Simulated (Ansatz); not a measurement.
**CH7AlOSi2: density, localisation and related maps**

Input

```
crystal:
  periodic: [false, false, false]
  atoms:
    - {symbol: C, position_ang: [-0.941394, 1.271493, 0.581992]}
    - {symbol: O, position_ang: [-0.760549, 0.075631, 1.348458]}
    - {symbol: Si, position_ang: [0.548922, -0.919879, 1.148863]}
    - {symbol: Si, position_ang: [0.733391, -1.152860, -1.180799]}
    - {symbol: Al, position_ang: [-0.472011, 0.966777, -1.332120]}
    - {symbol: H, position_ang: [-0.353257, 2.090972, 1.023095]}
    - {symbol: H, position_ang: [-1.988591, 1.573367, 0.701027]}
    - {symbol: H, position_ang: [0.252554, -2.134851, 1.947366]}
    - {symbol: H, position_ang: [1.788761, -0.276943, 1.683655]}
    - {symbol: H, position_ang: [2.128325, -1.181783, -1.697743]}
    - {symbol: H, position_ang: [-0.014079, -2.338725, -1.685600]}
    - {symbol: H, position_ang: [-0.845071, 1.971500, -2.504095]}
basis:
  gaussian: {orbitals: def2-TZVPP}
hamiltonian: {xc: pbe0, dispersion: d4}
output: {orbitals: {seedname: orbitals}}
```

Launched as:

```sh
ansatz run in.yaml --threads 4 --pin off --events-out ev --progress --plain --max-ram 10444MiB
```

Geometry: PBE0-D4/def2-TZVP.

Method: Ansatz, RKS PBE0-D4/def2-TZVPP.

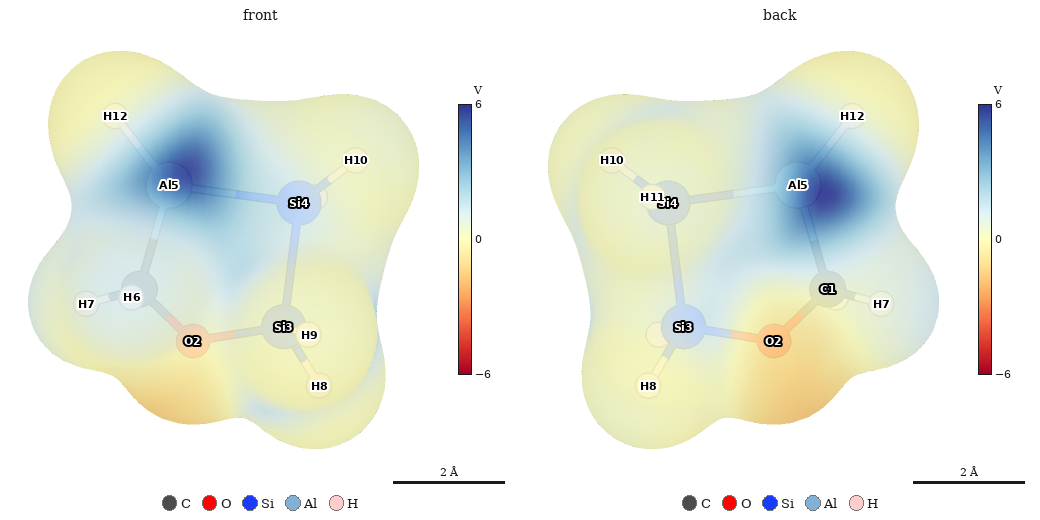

Figure 1. The electrostatic potential painted on the density surface at 0.004 e/bohr³, seen from the front and from behind; red is negative and blue positive.

Question: Which sites attract a positive test charge, and which a negative one?

Answer: A positive charge is drawn to the negative regions and a negative charge to the positive ones. The most negative region (about −1.5 V) lies over O2, the most positive (about +5.6 V) over Al5. O2 is the likeliest acceptor of a hydrogen bond.

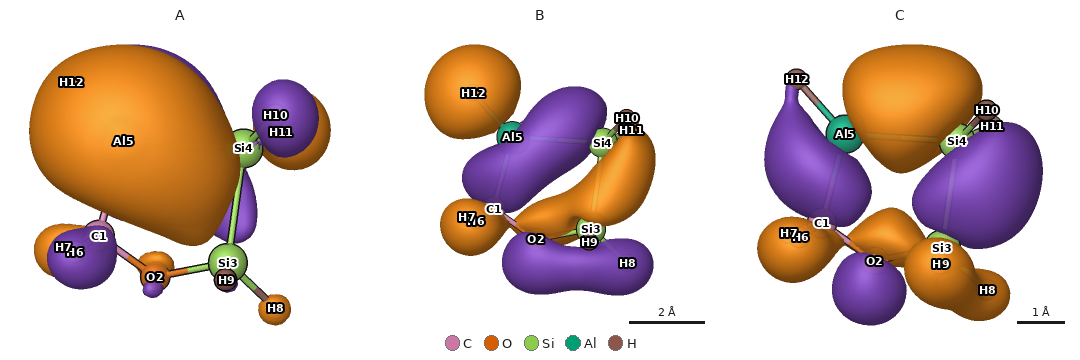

Figure 2. Three frontier orbitals at ±0.06 Å⁻³ᐟ² (orange and purple are the two phases), in no order.

Question: Which picture is the HOMO−1, the HOMO and the LUMO?

Answer: B is the HOMO−1 (−7.77 eV). It lies mainly on Al5 (about 20 %), H12 (about 20 %), O2 (about 20 %), C1 (about 15 %), Si4 (about 15 %) and Si3 (about 10 %). C is the HOMO (−6.61 eV). It lies mainly on Si4 (about 30 %), Al5 (about 20 %), O2 (about 15 %), C1 (about 15 %) and Si3 (about 10 %). A is the LUMO (−2.07 eV). It lies mainly on Al5 (about 65 %) and Si4 (about 15 %).

Question: What is the HOMO–LUMO gap?

Answer: 4.54 eV between the orbital energies.

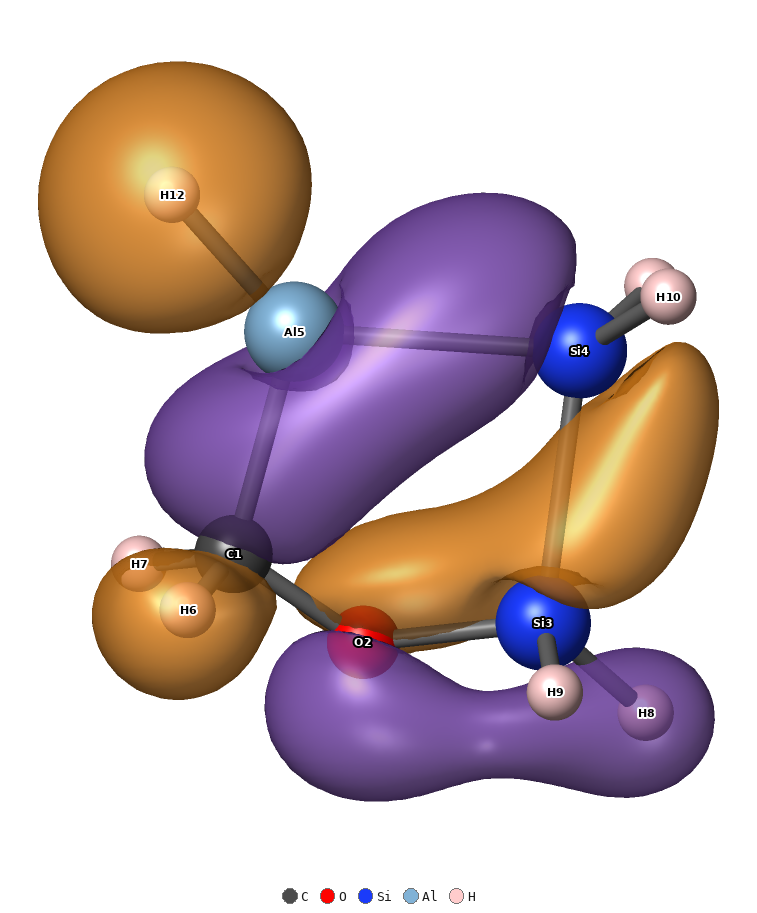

Figure 3. The HOMO−1 at ±0.08 Å⁻³ᐟ² (orange and purple are the two phases), seen across its widest extent.

Question: Describe this orbital and give its energy.

Answer: Its weight (Hirshfeld) is mainly on Al5 (about 20 %), H12 (about 20 %), O2 (about 20 %), C1 (about 15 %), Si4 (about 15 %) and Si3 (about 10 %). Its energy is −7.77 eV.
